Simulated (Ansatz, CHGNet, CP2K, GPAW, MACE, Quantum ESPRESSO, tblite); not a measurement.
# CP2K on generalised stacking fault on (111) (glide set) of a Ge-Sn solid solution (48 atoms): settings against a plane-wave reference

Aim: run generalised stacking fault on (111) (glide set) of a Ge-Sn solid solution (48 atoms) in CP2K and see how near its forces come to a plane-wave reference, and at what cost.

Calculated with CP2K 2026.2; the method is named at each step.

### 1. Set-up

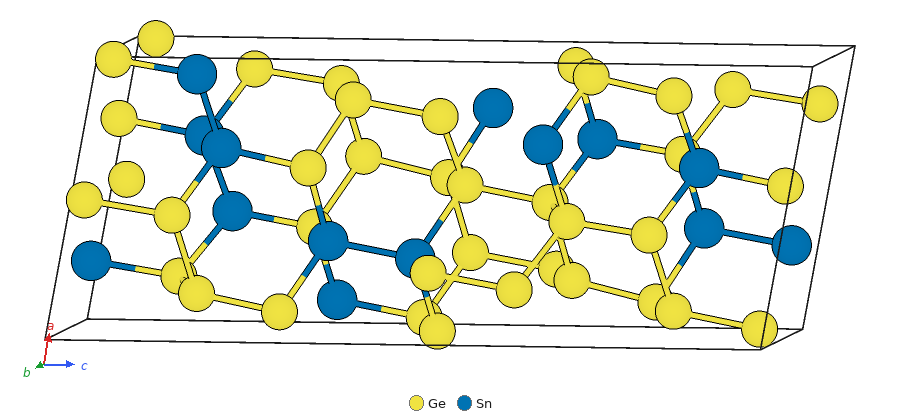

The starting structure, seen from the side, with the c axis across the page (germanium yellow, tin blue). Bonds to atoms that aren't drawn are left out. Some periodic images of atoms are drawn too.

The cell holds 48 atoms: 34 Ge and 14 Sn. Its edges and angles: a = 8.334 Å, b = 7.218 Å, c = 20.867 Å, α = 90.0°, β = 79.5°, γ = 90.0°. Diamond-structure Ge lattice (a = 5.8932 Å, the value set for the mixture), cell with z along [111], 2 x 1 x 2 periods; the third cell vector is tilted by 0.917 of 1/2[1-10] and lengthened by 0.1 Å, so the cell holds one fault (glide set); displaced by a Gaussian of 0.01 Å; 14 of 48 Ge sites given to Sn at random (lattice constant by Vegard's rule between Ge and Sn). Then every atom was moved at random, 0.05 Å r.m.s. a Cartesian component. The structure's axis is c.

The yardstick, on the same geometry:

```
method                 : Kohn-Sham DFT, PBE, SSSP efficiency 1.3.0 pseudopotentials, plane waves (Quantum ESPRESSO 7.5); sssp-pbe-1.3.0-efficiency, cutoffs 45/360 Ry, Γ point
r.m.s. force component : 1.177 eV/Å
longest force          : 5.194 eV/Å
pressure               : 8.323 GPa
time                   : 2.2 min on 4 MPI ranks of Arm Neoverse V2, shared host
CPU time               : 8.6 min
```

### 2. PBE, DZVP-MOLOPT-SR, 350/50 Ry, diagonalisation

Method: Kohn-Sham DFT, PBE, GTH-PBE pseudopotentials, Gaussian and plane waves, DZVP-MOLOPT-SR-GTH, diagonalisation.

Input file input.inp:

```
&GLOBAL
  PROJECT cell
  RUN_TYPE ENERGY_FORCE
  PRINT_LEVEL LOW
&END GLOBAL
&FORCE_EVAL
  METHOD QS
  STRESS_TENSOR ANALYTICAL
  &DFT
    BASIS_SET_FILE_NAME BASIS_MOLOPT
    POTENTIAL_FILE_NAME GTH_POTENTIALS
    &MGRID
      CUTOFF 350
      REL_CUTOFF 50
    &END MGRID
    &QS
      EPS_DEFAULT 1.0E-12
    &END QS
    &SCF
      SCF_GUESS ATOMIC
      EPS_SCF 5.0E-06
      MAX_SCF 200
      ADDED_MOS 21
      &DIAGONALIZATION
        ALGORITHM STANDARD
      &END DIAGONALIZATION
      &SMEAR ON
        METHOD FERMI_DIRAC
        ELECTRONIC_TEMPERATURE [K] 580
      &END SMEAR
      &MIXING
        METHOD BROYDEN_MIXING
        ALPHA 0.15
        NBROYDEN 12
      &END MIXING
      &PRINT
        &RESTART OFF
        &END RESTART
      &END PRINT
    &END SCF
    &XC
      &XC_FUNCTIONAL PBE
      &END XC_FUNCTIONAL
    &END XC
    &PRINT
      &MULLIKEN ON
      &END MULLIKEN
      &HIRSHFELD ON
        SHAPE_FUNCTION DENSITY
      &END HIRSHFELD
      &MO ON
        EIGENVALUES T
        OCCUPATION_NUMBERS T
        MO_INDEX_RANGE 85 108
        &EACH
          QS_SCF 0
        &END EACH
        ADD_LAST NUMERIC
      &END MO
    &END PRINT
  &END DFT
  &SUBSYS
    &CELL
      A 8.33424 0.00000 0.00000
      B 0.00000 7.21767 0.00000
      C 3.81983 0.00000 20.51464
    &END CELL
    &TOPOLOGY
      COORD_FILE_NAME structure.xyz
      COORD_FILE_FORMAT XYZ
    &END TOPOLOGY
    &KIND Ge
      BASIS_SET DZVP-MOLOPT-SR-GTH-q4
      POTENTIAL GTH-PBE-q4
    &END KIND
    &KIND Sn
      BASIS_SET DZVP-MOLOPT-SR-GTH-q4
      POTENTIAL GTH-PBE-q4
    &END KIND
  &END SUBSYS
  &PRINT
    &FORCES ON
    &END FORCES
    &STRESS_TENSOR ON
    &END STRESS_TENSOR
  &END PRINT
&END FORCE_EVAL
```

Input file structure.xyz:

```xyz
48

Ge 6.28357 3.57765 0.39327
Sn 6.28492 3.53348 2.93031
Sn 6.31692 6.05353 3.85060
Ge 6.23705 5.95443 6.42724
Sn 2.08177 3.57340 0.34670
Ge 2.15423 3.59909 2.94159
Ge 2.02997 5.89842 3.88917
Ge 1.99748 6.00041 6.37246
Ge 4.19331 0.03313 0.39265
Ge 4.25518 7.16751 2.96826
Sn 4.17661 2.45798 3.95892
Ge 4.19458 2.46418 6.39277
Sn 4.13900 4.73328 7.19715
Sn 4.15049 4.78799 9.79000
Ge 6.33364 1.13527 7.21992
Ge 6.21977 1.16941 9.76435
Ge 6.38688 3.62710 10.65243
Ge 6.37776 3.60429 13.16999
Ge 6.20642 5.96143 14.10730
Ge 6.29669 6.00900 16.53870
Ge 8.34854 0.01234 0.48230
Sn 8.39584 7.14311 2.93359
Ge 8.32431 2.35051 3.82372
Ge 8.41127 2.38659 6.38641
Ge 8.30071 4.87084 7.19182
Ge 8.32732 4.85049 9.76251
Sn 2.11768 1.19712 7.22751
Ge 2.09978 1.06677 9.79143
Ge 2.08708 3.64608 10.63007
Ge 10.41627 3.66578 13.19809
Ge 10.45140 6.00488 14.04966
Ge 10.38775 6.00279 16.51470
Ge 4.08834 0.02649 10.61325
Ge 4.10944 0.01213 13.15747
Ge 4.16108 2.44203 14.03058
Ge 4.02488 2.42276 16.54013
Ge 4.14019 4.81159 17.45529
Ge 4.12130 4.74468 20.00362
Sn 6.25073 1.18435 17.34595
Sn 6.27787 1.23206 19.94495
Sn 8.32664 0.09361 10.50678
Sn 8.38477 7.14557 13.20199
Sn 8.29622 2.29594 13.99222
Ge 8.36767 2.41438 16.53111
Sn 8.34840 4.79823 17.43293
Ge 8.33528 4.84724 20.00239
Ge 10.35546 1.21019 17.43519
Ge 10.44735 1.20614 20.00239
```

On the command line:

```console
$ OMP_NUM_THREADS=2 cp2k.psmp -i input.inp > output.txt
```

Numbers of over 12 decimals in the logs are rounded to 6 here.

Output:

```text
CP2K| version string:                                       CP2K version 2026.2
 CP2K| Input file name                                                 input.inp
 GLOBAL| Basis set file name                                        BASIS_MOLOPT
 GLOBAL| Potential file name                                      GTH_POTENTIALS
 GLOBAL| Run type                                                   ENERGY_FORCE
 GLOBAL| Total number of message passing processes                             1
 GLOBAL| Number of threads for this process                                    2
 TOTAL NUMBERS AND MAXIMUM NUMBERS
  Total number of            - Atomic kinds:                                   2
                             - Atoms:                                         48
                             - Shell sets:                                    48
                             - Shells:                                       240
                             - Primitive Cartesian functions:                206
                             - Cartesian basis functions:                    672
                             - Spherical basis functions:                    624
  Maximum angular momentum of- Orbital basis functions:                        2
                             - Local part of the GTH pseudopotential:          0
                             - Non-local part of the GTH pseudopotential:      4
 SCF PARAMETERS         Density guess:                                    ATOMIC
                        max_scf:                                             200
                        eps_scf:                                        5.00E-06
                        added MOs                                        21    0
                        Mixing method:                            BROYDEN_MIXING
                                                charge density mixing in g-space
                        Smear method:                                FERMI_DIRAC
                        Electronic temperature [K]:                        580.0
                        Electronic temperature [a.u.]:                  1.84E-03
                        Accuracy threshold:                             1.00E-10
 Extrapolation method: initial_guess
 Number of electrons:                                                        192
 Number of occupied orbitals:                                                 96
 Number of molecular orbitals:                                               117
 Number of orbital functions:                                                624
 Number of independent orbital functions:                                    624
 SCF WAVEFUNCTION OPTIMIZATION
  Step     Update method      Time    Convergence         Total energy    Change
     1 NoMix/Diag. 0.15E+00    2.1     0.61863269      -183.5312026098 -1.84E+02
     2 Broy./Diag. 0.15E+00    3.5     0.05048844      -180.6133078284  2.92E+00
     3 Broy./Diag. 0.15E+00    3.6     0.18282999      -180.9109785919 -2.98E-01
     4 Broy./Diag. 0.15E+00    3.6     0.20847649      -181.4757528867 -5.65E-01
[...]
16 Broy./Diag. 0.15E+00    3.8     0.00001036      -181.5864791359 -1.18E-04
    17 Broy./Diag. 0.15E+00    3.8     0.00000481      -181.5865426253 -6.35E-05
  *** SCF run converged in    17 steps ***
  Electronic density on regular grids:       -192.0000000000        0.0000000000
  Core density on regular grids:              191.9999999992       -0.0000000008
  Total charge density on r-space grids:       -0.0000000008
  Total charge density g-space grids:          -0.0000000008
  Overlap energy of the core charge distribution:               1.60152e-06
  Self energy of the core charge distribution:               -388.629397
  Core Hamiltonian energy:                                     91.941905
  Hartree energy:                                             169.748914
  Exchange-correlation energy:                                -54.639079
  Electronic entropic energy:                                  -0.00888774
  Fermi energy:                                                 0.156921
  Total energy:                                              -181.586543
  Total energy (extrapolated to T->0):                       -181.582099
 MO| EIGENVALUES AND OCCUPATION NUMBERS
 MO|
 MO|  Index      Eigenvalue [a.u.]        Eigenvalue [eV]             Occupation
 MO|     85               0.113594               3.091047               2.000000
 MO|     86               0.115843               3.152246               2.000000
 MO|     87               0.117287               3.191537               2.000000
[...]
MO|    107               0.192762               5.245332               0.000000
 MO|    108               0.199944               5.440745               0.000000
 MO| Sum:                                                             192.000000
 MO| E(Fermi):            0.156921 a.u.          4.270038 eV
 !-----------------------------------------------------------------------------!
                     Mulliken Population Analysis
 #  Atom  Element  Kind  Atomic population                           Net charge
       1     Ge       1          4.013831                             -0.013831
       2     Sn       2          3.958205                              0.041795
       3     Sn       2          3.964624                              0.035376
[...]
47     Ge       1          3.997408                              0.002592
      48     Ge       1          3.987764                              0.012236
 # Total charge                            192.000000                  0.000000
 !-----------------------------------------------------------------------------!
 !-----------------------------------------------------------------------------!
                           Hirshfeld Charges
  #Atom  Element  Kind  Ref Charge     Population                    Net charge
      1       Ge     1       4.000          4.015                        -0.015
      2       Sn     2       4.000          3.963                         0.037
      3       Sn     2       4.000          3.952                         0.048
[...]
47       Ge     1       4.000          4.007                        -0.007
     48       Ge     1       4.000          3.985                         0.015
  Total Charge                                                           -0.000
 !-----------------------------------------------------------------------------!
 ENERGY| Total FORCE_EVAL ( QS ) energy [hartree]           -181.586608
 FORCES| Atomic forces [hartree/bohr]
 FORCES|   Atom     x               y               z               |f|
 FORCES|      1  2.56985386E-02 -1.28087316E-02 -8.62623083E-03   2.99815001E-02
 FORCES|      2  1.98709509E-02  8.72661834E-03 -1.69202734E-02   2.75191608E-02
 FORCES|      3 -3.05278009E-02 -1.76367042E-02  2.52859072E-02   4.33863696E-02
[...]
FORCES|     47  1.32760527E-03 -1.13140240E-02  6.14082489E-03   1.29413835E-02
 FORCES|     48 -3.81305537E-02  1.63965181E-02 -2.09663266E-02   4.65013095E-02
 FORCES| Sum    -2.17815968E-06 -1.27554866E-06  9.22516732E-07
 FORCES| Total atomic force                                       2.68745997E-06
 STRESS| Analytical stress tensor [bar]
 STRESS|                        x                   y                   z
 STRESS|      x        1.66974310124E+05  -1.67062485333E+04   1.25801759548E+04
 STRESS|      y       -1.67062485333E+04   3.51240307788E+04  -1.41419393006E+04
 STRESS|      z        1.25801759548E+04  -1.41419393006E+04   6.58791244649E+04
 STRESS| 1/3 Trace                                             8.93258217892E+04
```

The job ended after 73 s (2 threads of Arm Neoverse V2, shared host; peak memory 1.7 GiB).

Banners, paths, timers and routine set-up lines are dropped from the logs unmarked, and long logs keep their key lines alone; longer cuts are marked.

Compared with the plane-wave run:

- r.m.s. force component: 1.129 eV/Å
- r.m.s. difference of force components: 60.87 meV/Å
- longest difference of force vectors: 262.7 meV/Å
- force difference over r.m.s. force: 5.173 %
- slope of forces against the reference's: 0.9591
- correlation of force components: 0.9994
- pressure: 8.933 GPa
- pressure difference: 0.6093 GPa

Length of the force difference by element (eV/Å):

| element | atoms | mean | most |
| --- | --- | --- | --- |
| Ge | 34 | 0.047 | 0.26 |
| Sn | 14 | 0.14 | 0.25 |

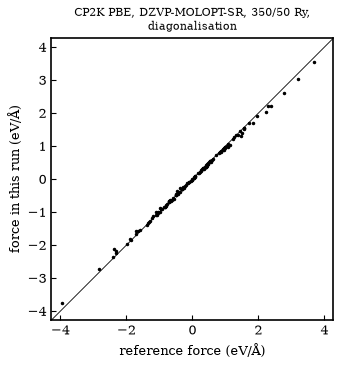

Force components against those of the reference; the line marks equality.

The surroundings of Ge6, picked at random, nearest first, numbered as they follow in the input and with coordinates relative to it.

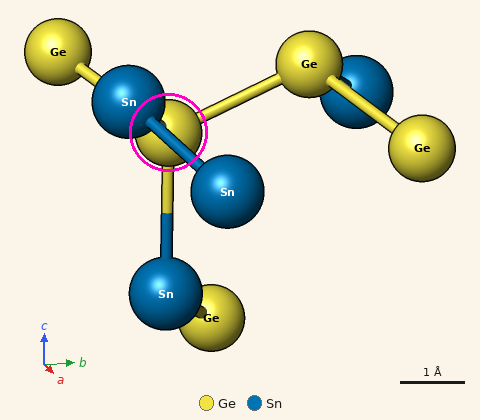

The atoms of the table, within 4.1 Å (arrows a, b, c point along x, y, z); some may hide others; the central atom is ringed.

| atom | x | y | z | distance (Å) | bonds | Hirshfeld charge (e) | Fx | Fy | Fz (eV/Å) |
| --- | --- | --- | --- | --- | --- | --- | --- | --- | --- |
| Ge6 | 0.00 | 0.00 | 0.00 | 0.00 | 4 | -0.04 | -1.38 | 0.25 | 0.11 |
| Ge7 | -0.12 | 2.30 | 0.95 | 2.49 | 4 | -0.02 | 1.69 | -0.18 | 0.36 |
| Sn11 | 2.02 | -1.14 | 1.02 | 2.54 | 4 | 0.07 | -1.10 | -1.56 | -0.62 |
| Sn5 | -0.07 | -0.03 | -2.59 | 2.60 | 4 | 0.06 | 3.04 | 0.29 | 2.22 |
| Ge23 | -2.16 | -1.25 | 0.88 | 2.65 | 4 | -0.04 | 1.56 | 0.31 | 1.01 |
| Ge38 | -1.85 | 1.15 | -3.45 | 4.08 | 4 | -0.02 | -3.76 | 2.62 | -1.82 |
| Sn22 | -2.09 | 3.54 | -0.01 | 4.12 | 4 | 0.06 | 1.69 | 1.40 | -0.27 |
| Sn2 | 4.13 | -0.07 | -0.01 | 4.13 | 4 | 0.04 | 1.02 | 0.45 | -0.87 |
| Ge10 | 2.10 | 3.57 | 0.03 | 4.14 | 4 | -0.04 | -1.85 | 0.40 | -0.92 |

Forces lie 5.2 % from the reference's, at 0.27 times its CPU time (on 2 against 4 cores).

The difference per atom is largest on Sn (0.14 eV/Å on average, against 0.047 on Ge).

### 3. PBE, TZV2P-MOLOPT (SR for Ge, Sn), 350/50 Ry, diagonalisation

Method: Kohn-Sham DFT, PBE, GTH-PBE pseudopotentials, Gaussian and plane waves, TZV2P-MOLOPT-GTH, diagonalisation.

input.inp: that of step 2 with these lines changed.

```diff
@@ -10,2 +10,3 @@
     BASIS_SET_FILE_NAME BASIS_MOLOPT
+    BASIS_SET_FILE_NAME BASIS_MOLOPT_UCL
     POTENTIAL_FILE_NAME GTH_POTENTIALS
@@ -67,8 +68,32 @@
     &END CELL
-    &TOPOLOGY
-      COORD_FILE_NAME structure.xyz
-      COORD_FILE_FORMAT XYZ
-    &END TOPOLOGY
+    &COORD
+      SCALED
+      Ge 0.74516 0.49568 0.01917
+      Sn 0.68864 0.48956 0.14284
+      Sn 0.67192 0.83871 0.18770
+      Ge 0.60477 0.82498 0.31330
+      Sn 0.24204 0.49509 0.01690
+      Ge 0.19276 0.49865 0.14339
+      Ge 0.15668 0.81722 0.18958
+      Ge 0.09730 0.83135 0.31063
+      Ge 0.49437 0.00459 0.01914
+      Ge 0.44425 0.99305 0.14469
+      Sn 0.41269 0.34055 0.19298
+      Ge 0.36047 0.34141 0.31162
+      Sn 0.33583 0.65579 0.35083
+      Sn 0.27928 0.66337 0.47722
+      Ge 0.59865 0.15729 0.35194
+      Ge 0.52814 0.16202 0.47597
+      Ge 0.52835 0.50253 0.51926
+      Ge 0.47101 0.49937 0.64198
+      Ge 0.42951 0.82595 0.68767
+      Ge 0.38602 0.83254 0.80619
+[... 24 atom lines left out ...]
+      Sn 0.61222 0.66479 0.84978
+      Ge 0.55324 0.67158 0.97503
+      Ge 0.85299 0.16767 0.84989
+      Ge 0.80666 0.16711 0.97503
+    &END COORD
     &KIND Ge
-      BASIS_SET DZVP-MOLOPT-SR-GTH-q4
+      BASIS_SET TZV2P-MOLOPT-SR-GTH-q4
       POTENTIAL GTH-PBE-q4
@@ -76,3 +101,3 @@
     &KIND Sn
-      BASIS_SET DZVP-MOLOPT-SR-GTH-q4
+      BASIS_SET TZV2P-MOLOPT-SR-GTH-q4
       POTENTIAL GTH-PBE-q4
```

On the command line:

```console
$ OMP_NUM_THREADS=1 mpirun -np 4 cp2k.psmp -i input.inp > output.txt
```

Output:

```text
CP2K| version string:                                       CP2K version 2026.2
 CP2K| Input file name                                                 input.inp
 GLOBAL| Basis set file name                                        BASIS_MOLOPT
 GLOBAL| Potential file name                                      GTH_POTENTIALS
 GLOBAL| Run type                                                   ENERGY_FORCE
 GLOBAL| Total number of message passing processes                             4
 GLOBAL| Number of threads for this process                                    1
[... lines left out ...]
                        Smear method:                                FERMI_DIRAC
[... lines left out ...]
 Number of electrons:                                                        192
[... lines left out ...]
  Step     Update method      Time    Convergence         Total energy    Change
[... lines left out ...]
  *** SCF run converged in    19 steps ***
[... lines left out ...]
  Fermi energy:                                                 0.154341
  Total energy:                                              -181.697030
  Total energy (extrapolated to T->0):                       -181.692541
[... lines left out ...]
 MO| E(Fermi):            0.154341 a.u.          4.199843 eV
[... lines left out ...]
     48       Ge     1       4.000          3.985                         0.015
  Total Charge                                                           -0.000
 !-----------------------------------------------------------------------------!
 ENERGY| Total FORCE_EVAL ( QS ) energy [hartree]           -181.697042
 FORCES| Atomic forces [hartree/bohr]
 FORCES|   Atom     x               y               z               |f|
 FORCES|      1  2.55460142E-02 -1.28690565E-02 -8.65150571E-03   2.98841096E-02
 FORCES|      2  1.99248075E-02  8.30251348E-03 -1.70894903E-02   2.75314431E-02
 FORCES|      3 -3.04226101E-02 -1.72124709E-02  2.55899045E-02   4.33202906E-02
[...]
FORCES|     47  1.10171501E-03 -1.13502348E-02  5.89389337E-03   1.28366501E-02
 FORCES|     48 -3.77937793E-02  1.65396182E-02 -2.08905375E-02   4.62422240E-02
 FORCES| Sum     1.50479469E-06 -2.19237287E-06  9.73683406E-07
 FORCES| Total atomic force                                       2.83177775E-06
 STRESS| Analytical stress tensor [bar]
 STRESS|                        x                   y                   z
 STRESS|      x        1.63091168085E+05  -1.66369298926E+04   1.24496158333E+04
 STRESS|      y       -1.66369298926E+04   3.25444559976E+04  -1.39799567017E+04
 STRESS|      z        1.24496158333E+04  -1.39799567017E+04   6.33775871267E+04
 STRESS| 1/3 Trace                                             8.63377370699E+04
```

Wall time 50 s (4 MPI ranks); peak memory 3.6 GiB.

Compared with the plane-wave run:

| Quantity | Value |
| --- | --- |
| r.m.s. force component | 1.128 eV/Å |
| r.m.s. difference of force components | 61.1 meV/Å |
| longest difference of force vectors | 275.2 meV/Å |
| force difference over r.m.s. force | 5.192 % |
| slope of forces against the reference's | 0.9578 |
| correlation of force components | 0.9995 |
| pressure | 8.634 GPa |
| pressure difference | 0.3105 GPa |

Against the first run (5.2 %), the force difference from the reference is 5.2 %, at 1.5 times the CPU time (on 4 against 2 cores), with 1056 basis functions against 624: size alone doesn't set the difference here.

The difference per atom is largest on Sn (0.14 eV/Å on average, against 0.049 on Ge).

[end of part 1 of 3]

[Also dropped from logs without a mark: logging warnings of Python, and SIESTA's first energy breakdown and zero terms.]

[Logs are printed without paths, hosts, clocks, repeated set-up lines and the standing remarks that a program may print on its own settings, such as how far it seeks lower states.]

[Hosts, paths, dates, database ids (printed as entryN), source tags and the programs' standing remarks are cut or masked in the printed files.]
